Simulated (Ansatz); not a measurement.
**Run report: C₂H₇AsSi, nudged elastic band (part 2 of 2)**

C₂H₇AsSi; RKS B3LYP/def2-SVP (Ansatz 0.2.0). It belongs to a series of runs on one base structure; here: band between the two ends.

Geometry of the input (Å):
```
C  -1.1221  1.4024  -0.0736
As 0.3788  0.7599  1.0852
C  0.1518  -1.2541  0.7076
Si 1.4086  -0.6162  -0.5132
H  -2.0450  1.4113  0.5258
H  -0.9018  2.4305  -0.3972
H  -1.2781  0.7749  -0.9629
H  0.5037  -1.8702  1.5439
H  -0.8505  -1.5458  0.3725
H  2.8210  -1.0372  -0.3298
H  0.9990  -0.5126  -1.9376
```

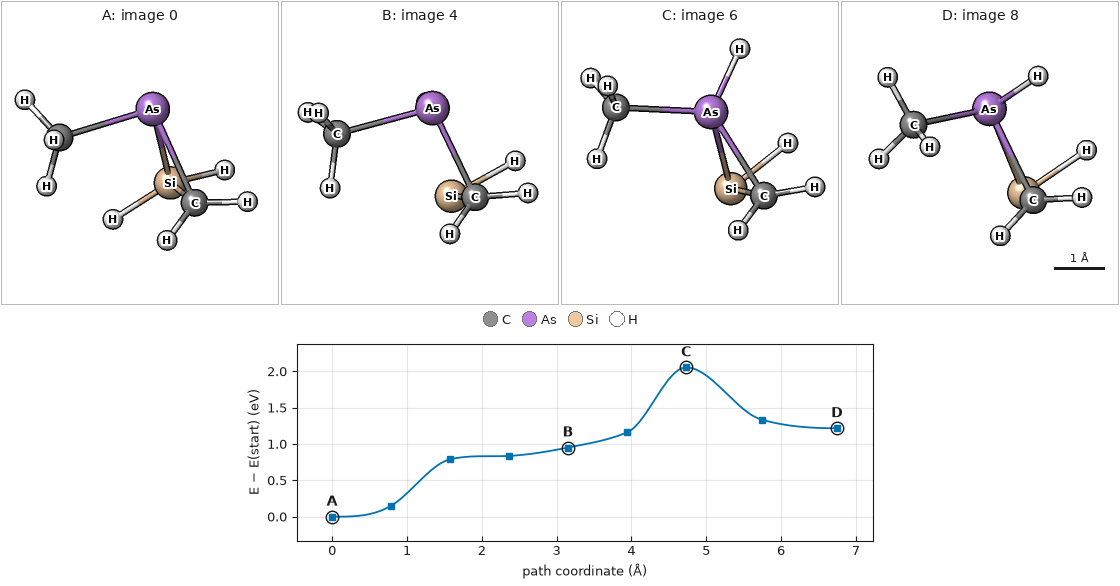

**Figure 1.** Images of the last band (counted from 0; ball-and-stick, seen at a tilt) above the energy along the path; the line is a cubic interpolation that uses the forces. The highest image is number 6, 2.055 eV above the start and 0.838 eV above the end (the climbing image); the end lies 1.217 eV above the start. The path is 6.75 Å long. The band converged in 26 iterations.

```
Total energy: -70894.65820449 eV, -2605.3306348898 hartree
Atom 0 at    -1.238489     1.379391    -0.424926 Å, force     0.011776    -0.006444    -0.003520 eV/Å
Atom 1 at     0.237177     0.407132     0.420789 Å, force     0.002766     0.003305     0.005102 eV/Å
Atom 2 at     0.328224    -1.574978     0.611396 Å, force     0.008993     0.000947     0.005831 eV/Å
Atom 3 at     1.149479    -1.314638    -1.132054 Å, force    -0.012001    -0.006914    -0.012820 eV/Å
Atom 4 at    -1.828165     1.928713     0.320912 Å, force    -0.000073    -0.001458    -0.000917 eV/Å
Atom 5 at    -0.826673     2.060778    -1.180798 Å, force    -0.004528     0.001699    -0.000923 eV/Å
Atom 6 at    -1.864315     0.628127    -0.925482 Å, force    -0.004622     0.002580     0.000612 eV/Å
Atom 7 at     0.834248    -1.845686     1.548734 Å, force    -0.000690    -0.000543    -0.000745 eV/Å
Atom 8 at    -0.721718    -1.901344     0.636185 Å, force     0.001225     0.001847    -0.005094 eV/Å
Atom 9 at     2.541556    -1.055103    -0.540364 Å, force    -0.002654     0.004667     0.009764 eV/Å
Atom 10 at     1.453874     1.230407     0.686208 Å, force    -0.000193     0.000314     0.002710 eV/Å
Dipole moment:    -0.413184     0.456263     0.409634 e Å
this run last wrote the band of iteration 26 to [file]; this run last wrote the band within `neb.f_tol` of iteration 23 to [file]
```

**The last band as extended XYZ (Å, eV, eV/Å)**
```
11
Properties=species:S:1:pos:R:3:forces:R:3 image=0 energy=-70896.71282
C    -1.1221    1.4024   -0.0736    0.0050   0.0087   0.0001
As    0.3788    0.7599    1.0852   -0.0073  -0.0089  -0.0072
C     0.1518   -1.2541    0.7076    0.0111   0.0022   0.0099
Si    1.4086   -0.6162   -0.5132   -0.0045  -0.0011   0.0001
H    -2.0450    1.4113    0.5258   -0.0011  -0.0014   0.0017
H    -0.9018    2.4305   -0.3972   -0.0034   0.0008  -0.0023
H    -1.2781    0.7749   -0.9629   -0.0003   0.0007   0.0001
H     0.5037   -1.8702    1.5439    0.0003  -0.0038  -0.0016
H    -0.8505   -1.5458    0.3725   -0.0013   0.0029  -0.0020
H     2.8210   -1.0372   -0.3298    0.0004  -0.0010   0.0006
H     0.9990   -0.5126   -1.9376    0.0011   0.0009   0.0005
11
Properties=species:S:1:pos:R:3:forces:R:3 image=1 energy=-70896.56108
C    -1.1063    1.3407   -0.0988    0.0086   0.0272   0.0531
As    0.3689    0.7105    1.1180   -0.1009   0.0400   0.1941
C     0.1177   -1.2759    0.6780    0.0076  -0.0679   0.0256
Si    1.3911   -0.6368   -0.5148    0.0650   0.4722   0.3013
H    -1.9399    1.6451    0.5515   -0.0477   0.0202  -0.0362
H    -0.7951    2.2063   -0.7021    0.0543   0.0119   0.0518
H    -1.4645    0.5477   -0.7738    0.0686   0.0162   0.0179
H     0.5529   -1.9027    1.4668   -0.0498  -0.0749  -0.0062
H    -0.8989   -1.5810    0.4129   -0.0105  -0.0322  -0.0611
H     2.7878   -1.0792   -0.3073    0.0519  -0.0520  -0.1086
H     1.0516   -0.0320   -1.8097   -0.0471  -0.3607  -0.4318
11
Properties=species:S:1:pos:R:3:forces:R:3 image=2 energy=-70895.92308
C    -1.1181    1.3280   -0.1267    0.0231   0.0103   0.0290
As    0.4417    0.6651    0.9347   -0.0208  -0.0054   0.0573
C     0.1230   -1.2291    0.6759   -0.0127  -0.0018   0.0023
Si    1.3539   -1.0647   -0.8064    0.0196   0.0549   0.0782
H    -1.9040    1.6299    0.5840   -0.0096  -0.0045  -0.0015
H    -0.8380    2.2038   -0.7302    0.0205   0.0104   0.0297
H    -1.5217    0.5475   -0.7888    0.0234   0.0130  -0.0011
H     0.5850   -1.8541    1.4509   -0.0195  -0.0260  -0.0049
H    -0.8969   -1.5474    0.4355   -0.0145  -0.0077  -0.0158
H     2.7311   -1.0339   -0.2110    0.0259   0.0561   0.0160
H     1.1091    0.2978   -1.3973   -0.0355  -0.0992  -0.1893
11
Properties=species:S:1:pos:R:3:forces:R:3 image=3 energy=-70895.87612
C    -1.1559    1.3150   -0.1759    0.0239  -0.0046  -0.0118
As    0.4820    0.6737    0.7577    0.0197   0.0401   0.0312
C     0.1883   -1.2598    0.6038    0.0419  -0.0109  -0.0312
Si    1.2955   -1.1567   -1.0046   -0.0127  -0.0415   0.0073
H    -1.8872    1.6268    0.5853   -0.0020  -0.0267   0.0203
H    -0.9060    2.1847   -0.8012   -0.0139   0.0105   0.0223
H    -1.5962    0.5269   -0.8027    0.0008   0.0083  -0.0187
H     0.6280   -1.8049    1.4485   -0.0202   0.0176  -0.0030
H    -0.8641   -1.5267    0.4495   -0.0140   0.0128  -0.0110
H     2.6308   -1.1977   -0.2595    0.0013   0.0190   0.0264
H     1.2498    0.5614   -0.7804   -0.0247  -0.0245  -0.0316
11
Properties=species:S:1:pos:R:3:forces:R:3 image=4 energy=-70895.76087
C    -1.1878    1.2916   -0.2421   -0.0004  -0.0053   0.0454
As    0.3404    0.6577    0.8790    0.0395   0.0068  -0.0188
C     0.2336   -1.3130    0.5902   -0.0360   0.0334   0.0222
Si    1.2059   -1.0848   -1.0645    0.0611   0.0611   0.0340
H    -1.8690    1.8704    0.3990   -0.0203  -0.0301   0.0181
H    -0.8054    1.9488   -1.0362   -0.0168   0.0023   0.0309
H    -1.7377    0.4591   -0.7026    0.0236  -0.0185   0.0141
H     0.7345   -1.8201    1.4261   -0.0404  -0.0108  -0.0119
H    -0.8149   -1.6289    0.5127   -0.0223   0.0386  -0.0419
H     2.5855   -1.2149   -0.4106    0.0204  -0.0039   0.0544
H     1.3801    0.7768   -0.3303   -0.0082  -0.0738  -0.1465
11
Properties=species:S:1:pos:R:3:forces:R:3 image=5 energy=-70895.55269
C    -1.2087    1.3149   -0.3585    0.0382  -0.0514   0.0582
As    0.1704    0.5973    0.9076   -0.0596   0.1234   0.3587
C     0.3099   -1.4084    0.5971   -0.0268   0.1079  -0.0463
Si    1.0966   -1.2711   -1.1239    0.0312   0.0812   0.0131
H    -1.8498    1.9620    0.2583   -0.0534  -0.0086  -0.0612
H    -0.7680    1.9165   -1.1656    0.0640  -0.0754   0.0380
H    -1.8252    0.5209   -0.8023    0.0493  -0.0555   0.0272
H     0.8820   -1.7747    1.4645   -0.0118   0.0074  -0.0812
H    -0.7226   -1.7852    0.6553   -0.0156   0.0525  -0.0757
H     2.5329   -1.1739   -0.5929    0.0232  -0.0451   0.0285
H     1.4479    1.0444    0.1809   -0.0386  -0.1365  -0.2593
11
Properties=species:S:1:pos:R:3:forces:R:3 image=6 energy=-70894.65794
C    -1.2385    1.3794   -0.4249    0.0118  -0.0064  -0.0035
As    0.2372    0.4071    0.4208    0.0028   0.0033   0.0051
C     0.3282   -1.5750    0.6114    0.0090   0.0009   0.0058
Si    1.1495   -1.3146   -1.1321   -0.0120  -0.0069  -0.0128
H    -1.8282    1.9287    0.3209   -0.0001  -0.0015  -0.0009
H    -0.8267    2.0608   -1.1808   -0.0045   0.0017  -0.0009
H    -1.8643    0.6281   -0.9255   -0.0046   0.0026   0.0006
H     0.8342   -1.8457    1.5487   -0.0007  -0.0005  -0.0007
H    -0.7217   -1.9013    0.6362    0.0012   0.0018  -0.0051
H     2.5416   -1.0551   -0.5404   -0.0027   0.0047   0.0098
H     1.4539    1.2304    0.6862   -0.0002   0.0003   0.0027
11
Properties=species:S:1:pos:R:3:forces:R:3 image=7 energy=-70895.37710
C    -1.2017    1.3736   -0.3659    0.0200  -0.0190   0.0157
As    0.5139    0.4634   -0.0711    0.0948   0.0483  -0.1887
C     0.2746   -1.4214    0.4964   -0.0090   0.0570  -0.0260
Si    1.2848   -1.5841   -1.1861    0.0427  -0.1225  -0.0002
H    -1.6913    1.7187    0.5545    0.0393  -0.0670   0.0616
H    -0.9927    2.2290   -1.0240   -0.0774   0.0399   0.0245
H    -1.8578    0.6732   -0.9013   -0.0114  -0.0053   0.0101
H     0.7295   -1.6563    1.4685   -0.0165   0.0945   0.0013
H    -0.7728   -1.7516    0.4586   -0.0085   0.0626  -0.0181
H     2.6265   -1.2581   -0.5195    0.0276  -0.0774   0.0030
H     1.1522    1.1564    1.1106   -0.1016  -0.0111   0.1167
11
Properties=species:S:1:pos:R:3:forces:R:3 image=8 energy=-70895.49569
C    -1.1925    1.3254   -0.3151    0.0017   0.0141  -0.0133
As    0.6450    0.6050   -0.2542   -0.0125   0.0030   0.0022
C     0.2884   -1.2853    0.4081    0.0041  -0.0003   0.0101
Si    1.2657   -1.7791   -1.1602    0.0050  -0.0056  -0.0036
H    -1.7137    1.1712    0.6391   -0.0008  -0.0003   0.0007
H    -1.1526    2.3989   -0.5527    0.0005  -0.0131   0.0044
H    -1.7313    0.8060   -1.1206    0.0004   0.0021   0.0043
H     0.6954   -1.4149    1.4197    0.0001   0.0004  -0.0035
H    -0.7938   -1.4771    0.3898    0.0050   0.0032  -0.0032
H     2.6429   -1.5694   -0.5156   -0.0050  -0.0005  -0.0004
H     1.1116    1.1620    1.0822    0.0014  -0.0029   0.0023
```

**Results in brief**

| quantity | value |
| --- | --- |
| outcome | converged |
| barrier, forward | 2.055 eV |
| barrier, backward | 0.838 eV |
| hardware | 2 threads of AMD EPYC (Zen 5), 16 GiB of memory available, shared host |
| wall time | 3.5 min (CPU time 6.7 min) |
| peak memory | 0.33 GiB |

**Notes**

The order of the saddle point was not checked.
